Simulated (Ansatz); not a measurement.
# How many bands does the GW gap of MoSeO (2H monolayer (Janus)) need?

How do accuracy and time trade against each other in G0W0 on MoSeO (2H monolayer (Janus))?

Calculated with Ansatz 0.2.0; G0W0 on LDA, plane waves, PAW; PAW set soft_1.

### Step 1. Starting point

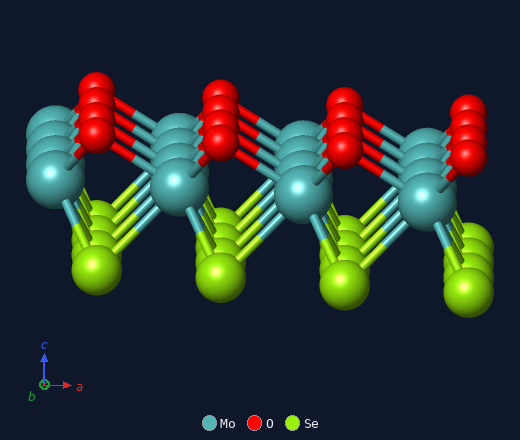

The starting structure, seen nearly edge on (molybdenum teal, oxygen red, selenium green). 4×4×1 cells are drawn.

The cell holds 3 atoms: 1 Mo, 1 O and 1 Se. Its edges and angles: a = 3.009 Å, b = 3.009 Å, c = 28.900 Å, α = 90.0°, β = 90.0°, γ = 120.0°. Vacuum lies along c.

The structure was relaxed with LDA. The runs that relaxed it are not among those shown. The Coulomb interaction is cut off across the vacuum.

### Step 2. 72 empty bands, screening to 27 eV

Now the one-shot GW correction: screening in the RPA, then the self-energy of the levels asked for. This step takes PAW set soft_1 files.

File input.yaml:

```yaml
crystal:
  lattice:
    - [3.0092173086, 0.0, 0.0]
    - [-1.5046086543, 2.6060586348, 0.0]
    - [0.0, 0.0, 28.9]
  atoms:
    - { symbol: Mo, position: [0.3333333333, 0.6666666667, 0.5115069025] }
    - { symbol: O, position: [0.6666666667, 0.3333333333, 0.5492521945] }
    - { symbol: Se, position: [0.6666666667, 0.3333333333, 0.4507478055] }
  periodic: [true, true, false]
kpoints:
  mp_grid: { grid: [6, 6, 1] }
hamiltonian:
  xc: lda
  pseudopotentials: { kind: paw, azcp: { folder: soft_1 }, xc_functional: pbe }
scf:
  occupations: { method: fixed }
gw:
  n_empty_bands: 72
  ecut_chi: 27.0
  qp_bands: [v2, c2]
  qp_kpoints: band_edges
  screening: { model: contour_deformation }
```

Launch:

```sh
ansatz run input.yaml --threads 4 --pin off --max-ram 17510MiB --backend cpu --events-out ev --progress --plain --runs-dir out
```

Numbers of over 12 decimals in the logs are rounded to 6 here.

The program printed:

```text
Engine: ansatz 0.2.0, aarch64-unknown-linux-gnu
Pseudopotentials: kind: paw
Pseudopotential: Mo, paw, valence charge 14, recommended cutoff 420 eV (normal), soft_1/Mo.paw.azcp
Pseudopotential: O, paw, valence charge 6, recommended cutoff 420 eV (normal), soft_1/O.paw.azcp
Pseudopotential: Se, paw, valence charge 16, recommended cutoff 420 eV (normal), soft_1/Se.paw.azcp
Functional definition: SPW92
  exchange = slater_x
  correlation = pw_c
Crystal: 3 atoms, lattice volume = 226.639 Å³
Basis set: ecut = 420 eV, 4309 PW (Γ)
Bands: 22, of which v1, the nominal top of the filled ones, is band 18 counted from 1 (17 counted from 0)
Symmetry: 6 space group operations
Space group: P3m1 (ITA 156), of the structure as read, at distance tolerance 6.1e-5 Å
k-points: 7 of 36 (time reversal used)
Non-local potential: Mo, projectors of the file, l = 0: 3, l = 1: 2, l = 2: 2, l = 3: 1
Non-local potential: O, projectors of the file, l = 0: 2, l = 1: 2, l = 2: 1
Non-local potential: Se, projectors of the file, l = 0: 2, l = 1: 2, l = 2: 3, l = 3: 1
PAW form: soft (Blöchl's): semilocal exchange-correlation on the pseudo side does not see the compensation charge
PAW frozen core: Mo, regenerated for the run's functional, and the local potential with it (the file was generated under x = pbe(κ = 0.804, μ = 0.219515), c = pbe(β = 0.066725))
PAW frozen core: O, regenerated for the run's functional, and the local potential with it (the file was generated under x = pbe(κ = 0.804, μ = 0.219515), c = pbe(β = 0.066725))
PAW frozen core: Se, regenerated for the run's functional, and the local potential with it (the file was generated under x = pbe(κ = 0.804, μ = 0.219515), c = pbe(β = 0.066725))
PAW one-centre angular grid: Mo, 590 points (default); XC on 64 Gauss nodes
PAW one-centre angular grid: O, 110 points (default); XC on 64 Gauss nodes
PAW one-centre angular grid: Se, 590 points (default); XC on 64 Gauss nodes
Initial density: superposition of atomic densities (neutral atoms: chi_scale 0, normalization atom)
Initial wavefunctions: pseudopotential atomic-orbital guess
Functional: x = slater, c = lda
SCF iter   1: F=—  HF=-10785.305940 eV  |F-HF|=—  |Δ(HF+E_count)|=         —  Δρ=6.52e-2  dr2=1.19e1  ethr=3.10e-3  ⟨swp⟩=7.6  Hψ=924  notcnv=0  defer=14
preconditioner: auto → Resta (q_TF=auto, 2.008 Å⁻¹)  ε∞=1.9  [insulator: Δε(μ)=1.968 eV  Ē_g=10.904 eV  n_scr=18 (ndim 8)  ℏωp=10.5 eV  f_vac=0.775  ε∞_Penn≈1.9  vacuum switching on, ρ_ref=8.6e-3 e/Å³]
SCF iter   2: F=—  HF=-10784.181915 eV  |F-HF|=—  |Δ(HF+E_count)|=    1.12e0  Δρ=6.92e-2  dr2=1.42e1  ethr=3.10e-3  ⟨swp⟩=5.1  Hψ=541  notcnv=0  defer=14
SCF iter   3: F=—  HF=-10782.604006 eV  |F-HF|=—  |Δ(HF+E_count)|=    1.58e0  Δρ=1.57e-2  dr2=1.46e0  ethr=3.10e-3  ⟨swp⟩=4.3  Hψ=434  notcnv=0  defer=12
SCF iter   4: F=—  HF=-10782.447482 eV  |F-HF|=—  |Δ(HF+E_count)|=   1.57e-1  Δρ=1.09e-2  dr2=5.22e-1  ethr=3.10e-3  ⟨swp⟩=3.0  Hψ=265  notcnv=0  defer=13
SCF iter   5: F=—  HF=-10782.383046 eV  |F-HF|=—  |Δ(HF+E_count)|=   6.44e-2  Δρ=5.32e-3  dr2=4.34e-2  ethr=1.45e-3  ⟨swp⟩=3.3  Hψ=262  notcnv=0  defer=14
SCF iter   6: F=—  HF=-10782.376940 eV  |F-HF|=—  |Δ(HF+E_count)|=   6.11e-3  Δρ=1.13e-3  dr2=1.75e-3  ethr=1.21e-4  ⟨swp⟩=3.3  Hψ=307  notcnv=0  defer=14
SCF iter   7: F=—  HF=-10782.376971 eV  |F-HF|=—  |Δ(HF+E_count)|=   3.09e-5  Δρ=2.61e-4  dr2=1.12e-4  ethr=4.87e-6  ⟨swp⟩=3.4  Hψ=387  notcnv=0  defer=14
SCF iter   8: F=—  HF=-10782.376962 eV  |F-HF|=—  |Δ(HF+E_count)|=   8.93e-6  Δρ=9.36e-5  dr2=1.30e-5  ethr=3.10e-7  ⟨swp⟩=3.6  Hψ=356  notcnv=0  defer=14
SCF iter   9: F=—  HF=-10782.376968 eV  |F-HF|=—  |Δ(HF+E_count)|=   5.48e-6  Δρ=2.29e-5  dr2=2.28e-6  ethr=3.61e-8  ⟨swp⟩=3.9  Hψ=278  notcnv=0  defer=14
SCF iter  10: F=—  HF=-10782.376968 eV  |F-HF|=—  |Δ(HF+E_count)|=   7.10e-8  Δρ=7.04e-6  dr2=1.02e-7  ethr=6.35e-9  ⟨swp⟩=3.0  Hψ=297  notcnv=0  defer=14
SCF iter  11: F=-10782.376968 eV  HF=-10782.376968 eV  |F-HF|=2.52e-8  |Δ(HF+E_count)|=   1.00e-8  Δρ=2.31e-6  dr2=2.98e-8  ethr=2.78e-10  ⟨swp⟩=10.9  Hψ=901  notcnv=0
SCF 1 converged in 11 iterations: F = -10782.376968 eV  dr2 = 2.98e-8
  greatest PAW one-centre occupation: 1.000 electrons in one spin orbital (limit 2), on the Se atom at site 2 (counted from 0), in its partial waves of l = 2
NSCF: frozen V_eff on 7 k-points
G₀W₀ screening: q 1/7
[... further progress lines ...]
SCF converged after 11 iterations
Free energy (F): -10782.376968 eV
Harris-Foulkes:  -10782.376968 eV  (|F-HF|=2.52e-8)
Internal energy: -10782.376968 eV  (E = F + TS)
E sigma→0 (E₀):  -10782.376968 eV
Fermi energy:    -5.503126 eV
--- Per-component energies (eV) ---
  E_band       = -1146.385878
  E_kinetic    = 703.132315
  E_local      = -90987.828311  (includes V_loc(G=0)·N_el)
  E_nonlocal   = -143.768234
  E_hartree    = 45041.776454
  E_xc         = -331.305287
  E_vxc        = -401.619747  (∫ρ·V_xc dr)
  E_paw        = -5296.105420  (= ΣΔE_a)
  E_vpaw       = -399.831592  (= ΣTr[D̂ρ^β])
  E_aug_tail   = 0.000449  (compensation charges beyond the density's cutoff)
  E_ewald      = 40228.933969
  E_core_change = 2.787097  (= ΣΔE_core)
  E_smearing   = -0.000000  (= −TS)
  E_closure    = -0.000000  (closes the sum)
  Σ components = -10782.376968   (vs F -10782.376968, Δ=0.00e0)
--- Band table (eV; the first three rows and the last of 7) ---
  k-point 0: bands = [... 14 lower, -9.4562, -7.2311, -7.2311, -5.5031, -3.3495, -3.3495, -2.3765, -2.3765]
  k-point 1: bands = [... 14 lower, -9.2845, -8.1545, -7.5086, -6.0261, -3.8789, -3.2940, -3.0891, -2.2995]
  k-point 2: bands = [... 14 lower, -10.3896, -8.6464, -7.4805, -6.9085, -4.2699, -3.5828, -2.5659, -1.7139]
  k-point 6: bands = [... 14 lower, -10.4621, -9.7116, -8.5989, -6.7435, -4.6234, -3.1794, -2.2427, -1.7546]
--- G₀W₀: contour deformation, 7 samples at zero and on the imaginary axis and 2 off it, 36 q-points, 72 empty bands' worth ---
  eigenvalues of the whole cell's RPA ε∞ on this k-mesh (on a slab, of 1 + 4πα/V) = 1.1514, 3.9694, 3.9694; static W/v taken at q = 0 is 0.471228
  bands read: the sum over 90 bands ends inside a degenerate multiplet in 1 slot, whose members it reads at an even weight; the widest, k=0: bands 90 to 91 (counted from 1) at 1/2 each
  gw.qp_kpoints: band_edges: 7 of 7 stored k-points solved, in 1 pass; an edge of the gap read off the rows below is read off those points alone
  `?` marks the rows in doubt; gw_qp.tsv's column doubts and the gw_qp event give each row's grounds
    ik  band        ε_KS         Σx   Σc(E_QP)       V_xc       Z   E_QP_lin       E_QP  E_QP is
     0    17     -7.2311   -21.1055     1.8296   -20.0726  0.7293    -6.4488    -6.4344  root
     0    18     -5.5031   -21.1638     1.6482   -20.0705  0.7266    -4.9533    -4.9482  root
     0    19     -3.3495   -16.7219    -3.7876   -22.0518  0.7207    -1.7017    -1.8073  root ?
     0    20     -3.3495   -16.7219    -3.7876   -22.0518  0.7207    -1.7017    -1.8073  root ?
     1    17     -7.5086   -20.5769     1.8916   -19.4355  0.7289    -6.7714    -6.7584  root
     1    18     -6.0261   -21.8720     1.9981   -20.4602  0.7236    -5.4467    -5.4398  root
     1    19     -3.8789   -14.3613    -3.4302   -19.2211  0.7385    -2.3606    -2.4493  root
     1    20     -3.2940   -16.4337    -3.4878   -21.4028  0.7208    -1.7120    -1.8127  root ?
     2    17     -7.4805   -20.3160     2.1642   -18.7438  0.7336    -6.8986    -6.8885  root
     2    18     -6.9085   -21.1932     2.2783   -19.4515  0.7158    -6.3800    -6.3719  root
     2    19     -4.2699   -14.5778    -3.5140   -19.5016  0.7335    -2.7733    -2.8601  root
     2    20     -3.5828   -16.3026    -3.6298   -21.5077  0.7228    -1.8898    -2.0075  root ?
     3    17     -7.2906   -20.3380     2.3765   -18.4252  0.7413    -6.8319    -6.8268  root
     3    18     -6.6760   -21.1916     2.2400   -19.4094  0.7228    -6.2229    -6.2181  root
     3    19     -4.0785   -14.7766    -3.8925   -20.1392  0.7243    -2.4994    -2.6085  root ?
     3    20     -3.4783   -17.0204    -4.0248   -22.7281  0.7178    -1.6421    -1.7955  root ?
     4    17     -8.1350   -19.3338     2.2896   -17.5128  0.7287    -7.6711    -7.6664  root
     4    18     -6.5910   -21.5362     2.1745   -19.9708  0.7242    -5.9902    -5.9820  root
     4    19     -4.3652   -14.7576    -3.2877   -19.4722  0.7380    -2.8568    -2.9384  root
     4    20     -3.5250   -15.3955    -3.7598   -20.6780  0.7212    -1.8988    -2.0024  root ?
     5    17     -8.4998   -21.2955     3.2679   -18.2342  0.7130    -8.2945    -8.2932  root
     5    18     -6.6490   -20.6612     1.8282   -19.5119  0.7286    -5.9796    -5.9700  root
     5    19     -4.2622   -15.3433    -3.5089   -20.3086  0.7266    -2.7074    -2.8058  root
     5    20     -3.4042   -16.0720    -3.9492   -21.5985  0.7149    -1.7141    -1.8269  root ?
     6    17     -8.5989   -22.4185     3.6024   -18.9880  0.7015    -8.4279    -8.4270  root
     6    18     -6.7435   -19.8383     1.3714   -19.2830  0.7307    -5.9404    -5.9273  root
     6    19     -4.6234   -16.1670    -3.3501   -21.0827  0.7258    -2.9580    -3.0577  root
     6    20     -3.1794   -14.6817    -3.8199   -19.9253  0.7233    -1.6718    -1.7558  root
```

Run time: 15 s. Hardware: 4 threads of Arm Neoverse V1, shared host; peak memory 0.71 GiB.

The column dr2 measures how far the density is from self-consistency, as an energy; F and HF (Harris–Foulkes) agree once it is small.

This step gave:

```
bands summed                                 : 90
plane waves in the screening matrix          : 91
q-points in the mesh                         : 36
G0W0 gap on the mesh                         : 1.890 eV
k of the valence top                         : 0, 0, 0
k of the conduction bottom                   : 0.3333, 0.3333, 0
starting gap on the mesh                     : 0.8797 eV
Z at the valence top                         : 0.7266
Z at the conduction bottom                   : 0.7258
least direct G0W0 gap on the computed points : 2.870 eV
```

The gap on the mesh goes from 0.88 eV to 1.89 eV, a correction of +1.01 eV. Between the two edge states, bare exchange in place of the xc potential would open the gap by 6.01 eV, and correlation takes back 5.00 eV.

### Step 3. 204 empty bands, screening to 54 eV

Bands and screening cutoff are moved together, since each hides the error of the other.

input.yaml: that of step 2 with these lines changed.

```diff
@@ -18,4 +18,4 @@
 gw:
-  n_empty_bands: 72
-  ecut_chi: 27.0
+  n_empty_bands: 204
+  ecut_chi: 54.0
   qp_bands: [v2, c2]
```

The program printed:

```text
[...]
Crystal: 3 atoms, lattice volume = 226.639 Å³
Basis set: ecut = 420 eV, 4309 PW (Γ)
Bands: 22, of which v1, the nominal top of the filled ones, is band 18 counted from 1 (17 counted from 0)
Symmetry: 6 space group operations
[...]
k-points: 7 of 36 (time reversal used)
[...]
SCF iter   1: F=—  HF=-10785.305940 eV  |F-HF|=—  |Δ(HF+E_count)|=         —  Δρ=6.52e-2  dr2=1.19e1  ethr=3.10e-3  ⟨swp⟩=7.6  Hψ=924  notcnv=0  defer=14
[...]
SCF iter  11: F=-10782.376968 eV  HF=-10782.376968 eV  |F-HF|=2.52e-8  |Δ(HF+E_count)|=   1.00e-8  Δρ=2.31e-6  dr2=2.98e-8  ethr=2.78e-10  ⟨swp⟩=10.9  Hψ=901  notcnv=0
SCF 1 converged in 11 iterations: F = -10782.376968 eV  dr2 = 2.98e-8
[...]
NSCF: frozen V_eff on 7 k-points
G₀W₀ screening: q 1/7
[... further progress lines ...]
SCF converged after 11 iterations
Free energy (F): -10782.376968 eV
[...]
Internal energy: -10782.376968 eV  (E = F + TS)
E sigma→0 (E₀):  -10782.376968 eV
Fermi energy:    -5.503126 eV
[...]
--- Band table (eV; the first three rows and the last of 7) ---
  k-point 0: bands = [... 14 lower, -9.4562, -7.2311, -7.2311, -5.5031, -3.3495, -3.3495, -2.3765, -2.3765]
  k-point 1: bands = [... 14 lower, -9.2845, -8.1545, -7.5086, -6.0261, -3.8789, -3.2940, -3.0891, -2.2995]
  k-point 2: bands = [... 14 lower, -10.3896, -8.6464, -7.4805, -6.9085, -4.2699, -3.5828, -2.5659, -1.7139]
  k-point 6: bands = [... 14 lower, -10.4621, -9.7116, -8.5989, -6.7435, -4.6234, -3.1794, -2.2427, -1.7546]
[...]
0    17     -7.2311   -21.1055     1.4206   -20.0726  0.7210    -6.8469    -6.8433  root
     0    18     -5.5031   -21.1638     1.4464   -20.0705  0.7153    -5.1521    -5.1500  root
     0    19     -3.3495   -16.7219    -4.1027   -22.0518  0.7089    -2.0662    -2.1224  root
     0    20     -3.3495   -16.7219    -4.1027   -22.0518  0.7089    -2.0662    -2.1224  root
     1    17     -7.5086   -20.5769     1.4731   -19.4355  0.7208    -7.1795    -7.1769  root
     1    18     -6.0261   -21.8720     1.7780   -20.4602  0.7123    -5.6626    -5.6599  root
     1    19     -3.8789   -14.3613    -3.7618   -19.2211  0.7300    -2.7356    -2.7809  root
     1    20     -3.2940   -16.4337    -3.8095   -21.4028  0.7100    -2.0798    -2.1344  root
[...]
6    17     -8.5989   -22.4185     3.4981   -18.9880  0.6917    -8.5314    -8.5312  root
     6    18     -6.7435   -19.8383     0.9534   -19.2830  0.7219    -6.3486    -6.3453  root
     6    19     -4.6234   -16.1670    -3.7586   -21.0827  0.7166    -3.4186    -3.4663  root
     6    20     -3.1794   -14.6817    -4.1328   -19.9253  0.7139    -2.0254    -2.0686  root
```

It took 52 s on 4 threads; peak memory 1.5 GiB.

This step gave:

- bands summed: 222
- plane waves in the screening matrix: 197
- q-points in the mesh: 36
- G0W0 gap on the mesh: 1.684 eV
- k of the valence top: 0, 0, 0
- k of the conduction bottom: 0.3333, 0.3333, 0
- starting gap on the mesh: 0.8797 eV
- Z at the valence top: 0.7153
- Z at the conduction bottom: 0.7166
- least direct G0W0 gap on the computed points: 2.879 eV

Against the run with 6×6×1 mesh, 72 empty bands, screening to 27 eV, PAW set soft_1 files, the gap moves by −0.21 eV.

### Step 4. 439 empty bands, screening to 90 eV

input.yaml: that of step 3 with these lines changed.

```diff
@@ -17,5 +17,6 @@
   occupations: { method: fixed }
+  convergence: { dr2_threshold: 1.0e-10 }
 gw:
-  n_empty_bands: 204
-  ecut_chi: 54.0
+  n_empty_bands: 439
+  ecut_chi: 90.0
   qp_bands: [v2, c2]
```

The program printed:

```text
[...]
Crystal: 3 atoms, lattice volume = 226.639 Å³
Basis set: ecut = 420 eV, 4309 PW (Γ)
Bands: 22, of which v1, the nominal top of the filled ones, is band 18 counted from 1 (17 counted from 0)
Symmetry: 6 space group operations
[...]
k-points: 7 of 36 (time reversal used)
[...]
1    20     -3.2937   -16.4338    -4.0412   -21.4029  0.7047    -2.3338    -2.3658  root
[...]
6    17     -8.5987   -22.4183     3.3058   -18.9879  0.6889    -8.7237    -8.7233  root
     6    18     -6.7433   -19.8382     0.7140   -19.2830  0.7180    -6.5850    -6.5844  root
     6    19     -4.6231   -16.1670    -3.9884   -21.0827  0.7107    -3.6677    -3.6957  root
     6    20     -3.1792   -14.6817    -4.3337   -19.9252  0.7095    -2.2414    -2.2694  root
[key lines of the parts left out:]
SCF converged after 15 iterations
Free energy (F): -10782.376968 eV
Fermi energy:    -5.502906 eV
```

Run time: 4.1 min. Hardware: 4 threads; peak memory 3.6 GiB; 16 min of CPU time.

This step gave:

```
bands summed                                 : 457
plane waves in the screening matrix          : 447
G0W0 gap on the mesh                         : 1.655 eV
k of the valence top                         : 0, 0, 0
k of the conduction bottom                   : 0.3333, 0.3333, 0
starting gap on the mesh                     : 0.8798 eV
least direct G0W0 gap on the computed points : 2.865 eV
```

Against the run with 6×6×1 mesh, 204 empty bands, screening to 54 eV, PAW set soft_1 files, the gap moves by −0.03 eV.

### Step 5. 807 empty bands, screening to 135 eV

input.yaml: that of step 4 with these lines changed.

```diff
@@ -17,6 +17,5 @@
   occupations: { method: fixed }
-  convergence: { dr2_threshold: 1.0e-10 }
 gw:
-  n_empty_bands: 439
-  ecut_chi: 90.0
+  n_empty_bands: 807
+  ecut_chi: 135.0
   qp_bands: [v2, c2]
```

The program printed:

```text
[...]
Crystal: 3 atoms, lattice volume = 226.639 Å³
Basis set: ecut = 420 eV, 4309 PW (Γ)
Bands: 22, of which v1, the nominal top of the filled ones, is band 18 counted from 1 (17 counted from 0)
Symmetry: 6 space group operations
[...]
k-points: 7 of 36 (time reversal used)
[...]
1    20     -3.2940   -16.4337    -4.2034   -21.4028  0.7017    -2.5070    -2.5283  root
[...]
6    17     -8.5989   -22.4185     3.1436   -18.9880  0.6879    -8.8878    -8.8858  root
     6    18     -6.7435   -19.8383     0.5601   -19.2830  0.7159    -6.7387    -6.7387  root
     6    19     -4.6234   -16.1670    -4.1313   -21.0827  0.7068    -3.8179    -3.8390  root
     6    20     -3.1794   -14.6817    -4.4710   -19.9253  0.7077    -2.3868    -2.4069  root
[key lines of the parts left out:]
SCF converged after 11 iterations
Free energy (F): -10782.376968 eV
Fermi energy:    -5.503126 eV
```

Wall time 18 min (4 threads); peak memory 7.8 GiB; 68 min of CPU time.

Numbers from this step:

```yaml
bands_summed: 825
plane_waves_in_the_screening_matrix: 793
g0w0_gap_on_the_mesh: 1.676 eV
k_of_the_valence_top: 0, 0, 0
k_of_the_conduction_bottom: 0.3333, 0.3333, 0
starting_gap_on_the_mesh: 0.8797 eV
least_direct_g0w0_gap_on_the_computed_points: 2.878 eV
```

Against the run with 6×6×1 mesh, 439 empty bands, screening to 90 eV, PAW set soft_1 files, the gap moves by +0.02 eV.

(Part 1 of 2 ends here.)

[Paths, hosts, dates, memory and timing lines, banners, echoed tables and standing remarks are left out of the program output.]

[Logs are printed without paths, hosts, clocks, repeated set-up lines and the standing remarks that a program may print on its own settings, such as how far it seeks lower states.]

[Runs of the session that timed out or met a known fault of the program may be left out.]

[Cells called generated may have been cut or substituted from an entry of the Crystallography Open Database or the Materials Project.]

[Hosts, paths, dates, database ids (printed as entryN), source tags and the programs' standing remarks are cut or masked in the printed files.]
